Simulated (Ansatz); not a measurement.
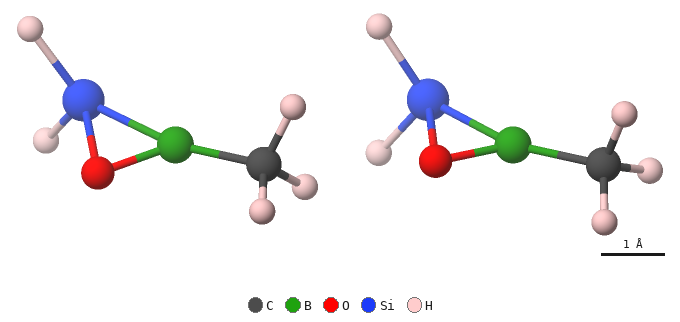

Two geometries of CH$_{5}$BOSi, drawn at one scale. One is the start of a relaxation, the other its converged end. The picture is a ball-and-stick view, seen at a tilt.

Computed with RKS PBE0-D4/def2-TZVP in Ansatz. (force threshold 0.005 eV/Å; at most 200 steps)

Q: Which one is relaxed?

A: The left one is the relaxed one. The largest moves after the best rigid fit, 0.30 Å, are those of H atoms. Largest moves by element: H 0.30 Å, O 0.22 Å, Si 0.13 Å, B 0.04 Å, C 0.03 Å. Some distances before and after: O–Si 1.797 → 1.749 Å, H–Si 1.460 → 1.484 Å, B–O 1.323 → 1.346 Å, B–C 1.567 → 1.545 Å. Among the angles between lasting bonds that change: O–Si–H 103.5° → 111.2°, C–B–Si 159.1° → 164.1°, B–Si–H 121.5° → 124.7°. Groups turn about B–C by about 25°. Over 14 geometry steps the energy falls by 11.5 kJ/mol. Largest force component: 1.1 eV/Å at the start, 0.0032 eV/Å at the end. The run took 50 s on 2 threads of Arm Neoverse V1, on a shared host.
